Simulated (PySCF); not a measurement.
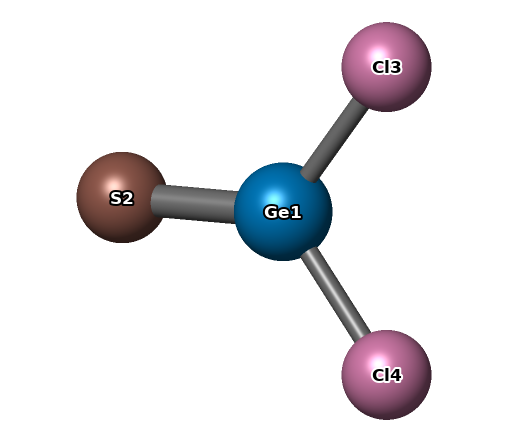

The thickness of each stick grows with its Mayer bond order. The computed structure is the end point of a PBE0/def2-TZVP optimisation. Level of theory: PBE0/def2-TZVP (PySCF 2.14.0).

List the Mayer bond orders of Ge1–S2, Ge1–Cl3 (one bond of each equivalent set).

```tsv
bond	Mayer order	length (Å)
Ge1–S2	2.04	2.009
Ge1–Cl3	1.09	2.118
```
